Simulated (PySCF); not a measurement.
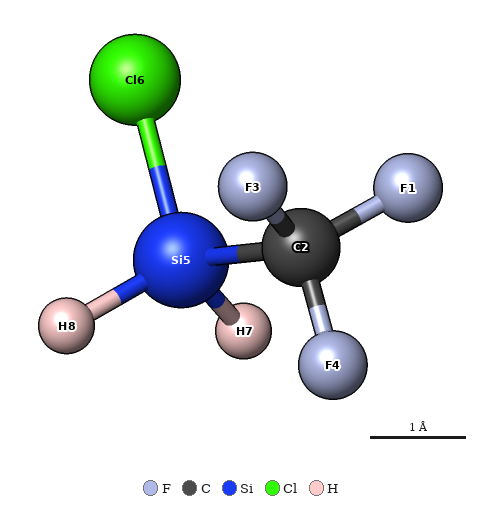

Figure 1. The input geometry of run A (ball-and-stick view, seen at a tilt; atoms are numbered from 1 in the order of the input).

## What a change does: NMR shielding calculation on CH2ClF3Si

System: CH2ClF3Si, SMILES FC(F)(F)[SiH2]Cl.
Method of run A: GIAO PBE0/pcSseg-2 NMR shielding, non-relativistic, gas phase (PySCF 2.14.0).

The geometry comes from this level: PBE0-D3(BJ)/def2-SVP. Text and figures count atoms from 1; the logs count them from 0 in places.

## The input, run A
```
{"job": {"kind": "nmr", "xc": "PBE0", "basis": "pcSseg-2", "pop": false}, "charge": 0, "multiplicity": 1}
F      1.369473     0.039267    -1.354955
C      0.974716    -0.119022    -0.087184
F      1.623110     0.783078     0.656259
F      1.378694    -1.337021     0.311559
Si    -0.940892     0.002511     0.115230
Cl    -1.543102     1.859491    -0.517181
H     -1.552223    -1.055048    -0.727621
H     -1.248572    -0.168748     1.557046
```

The first line tells a small driver script what to run in PySCF; the rest is the geometry in Å.

Command:
```bash
OMP_NUM_THREADS=1 python <driver script> task.json out
```

Hardware: 1 CPU thread, shared host.

## Output (run A)
```
coarse grid: 8832 points
cycle   1  E = -1088.0349789839  dE =  7.606e-01  |g| = 8.669e-01  |ddm| = 2.069e+00
cycle   2  E = -1087.8842357379  dE =  1.507e-01  |g| = 1.334e+00  |ddm| = 9.208e-01
cycle   3  E = -1088.1581045123  dE = -2.739e-01  |g| = 3.856e-02  |ddm| = 5.554e-01
cycle   4  E = -1088.1582811781  dE = -1.767e-04  |g| = 1.788e-02  |ddm| = 3.698e-02
cycle   5  E = -1088.1583304174  dE = -4.924e-05  |g| = 5.195e-03  |ddm| = 1.716e-02
cycle   6  E = -1088.1583353940  dE = -4.977e-06  |g| = 1.146e-03  |ddm| = 5.240e-03
final grid: 80440 points
cycle   7  E = -1088.1633163842  dE = -7.689e-05  |g| = 5.906e-03  |ddm| = 2.415e-02
cycle   8  E = -1088.1633144296  dE =  1.955e-06  |g| = 6.433e-03  |ddm| = 6.103e-03
cycle   9  E = -1088.1633208480  dE = -6.418e-06  |g| = 1.033e-03  |ddm| = 3.338e-03
cycle  10  E = -1088.1633209689  dE = -1.208e-07  |g| = 2.768e-04  |ddm| = 4.755e-04
cycle  11  E = -1088.1633209822  dE = -1.339e-08  |g| = 6.373e-05  |ddm| = 2.403e-04
cycle  12  E = -1088.1633209830  dE = -7.890e-10  |g| = 2.140e-05  |ddm| = 5.765e-05
converged SCF energy = -1088.1633209830

GIAO shielding tensors (ppm)
atom      isotropic    diamagn.    paramagn.     s11        s22        s33       span
  0 F      251.746     468.057    -216.310    158.439    265.790    331.011    172.572
  1 C       48.163     242.340    -194.178     46.323     48.431     49.735      3.412
  2 F      251.631     468.094    -216.463    158.549    265.561    330.784    172.235
  3 F      251.499     468.273    -216.774    153.952    270.929    329.615    175.663
  4 Si     367.936     876.319    -508.382    340.169    356.070    407.569     67.400
  5 Cl     998.664    1147.860    -149.196    940.224   1015.606   1040.161     99.937
  6 H       26.153      27.943      -1.790     22.609     24.689     31.161      8.553
  7 H       26.153      27.968      -1.815     22.618     24.687     31.154      8.536
```

Run B used a changed input.

## The two runs side by side

```csv
quantity,run A,run B
outcome,converged,converged
total energy (hartree),−1088.163321,−1088.713753
HOMO (eV),−9.41,−9.44
LUMO (eV),−0.55,−0.54
dipole moment (D),1.89,1.90
shielding of F1 (ppm),251.7,252.8
shielding of C2 (ppm),48.2,47.5
shielding of F3 (ppm),251.6,252.7
shielding of F4 (ppm),251.5,252.6
shielding of Si5 (ppm),367.9,366.6
shielding of Cl6 (ppm),998.7,997.3
shielding of H8 (ppm),26.2,26.2
SCF iterations,12,12
basis functions,258,258
wall time (shared host),23 s,23 s
```

Which change of the input explains these differences?

The change (lines with − go, lines with + come):
```diff
-"xc": "PBE0"
+"xc": "mPW1PW91"
```

The total energies belong to different methods, so their difference says nothing on which is more stable or more accurate. Of all shieldings, the largest change is that of Cl6, by −1.4 ppm. The functional changes from PBE0 to mPW1PW91. The number of SCF iterations is the same.

## Output (run B)
```
coarse grid: 8832 points
cycle   1  E = -1088.5834215689  dE =  7.620e-01  |g| = 8.892e-01  |ddm| = 2.069e+00
cycle   2  E = -1088.4251934951  dE =  1.582e-01  |g| = 1.369e+00  |ddm| = 9.379e-01
cycle   3  E = -1088.7120374725  dE = -2.868e-01  |g| = 3.759e-02  |ddm| = 5.671e-01
cycle   4  E = -1088.7122136914  dE = -1.762e-04  |g| = 1.809e-02  |ddm| = 3.813e-02
cycle   5  E = -1088.7122655899  dE = -5.190e-05  |g| = 5.123e-03  |ddm| = 1.768e-02
cycle   6  E = -1088.7122703393  dE = -4.749e-06  |g| = 1.162e-03  |ddm| = 5.176e-03
final grid: 80440 points
cycle   7  E = -1088.7137501417  dE = -6.448e-05  |g| = 4.692e-03  |ddm| = 2.353e-02
cycle   8  E = -1088.7137489759  dE =  1.166e-06  |g| = 5.055e-03  |ddm| = 4.986e-03
cycle   9  E = -1088.7137529013  dE = -3.925e-06  |g| = 7.741e-04  |ddm| = 2.774e-03
cycle  10  E = -1088.7137529682  dE = -6.689e-08  |g| = 2.452e-04  |ddm| = 3.641e-04
cycle  11  E = -1088.7137529787  dE = -1.050e-08  |g| = 5.467e-05  |ddm| = 2.077e-04
cycle  12  E = -1088.7137529793  dE = -5.825e-10  |g| = 1.750e-05  |ddm| = 4.480e-05
converged SCF energy = -1088.7137529793

GIAO shielding tensors (ppm)
atom      isotropic    diamagn.    paramagn.     s11        s22        s33       span
  0 F      252.782     468.178    -215.396    159.379    267.104    331.863    172.484
  1 C       47.467     242.384    -194.916     45.727     47.767     48.907      3.180
  2 F      252.673     468.217    -215.543    159.495    266.890    331.635    172.141
  3 F      252.557     468.392    -215.835    154.932    272.116    330.623    175.691
  4 Si     366.603     876.442    -509.840    338.935    354.916    405.956     67.021
  5 Cl     997.289    1148.100    -150.810    938.482   1014.595   1038.791    100.308
  6 H       26.231      28.011      -1.781     22.695     24.767     31.230      8.535
  7 H       26.230      28.037      -1.806     22.704     24.765     31.222      8.518
```
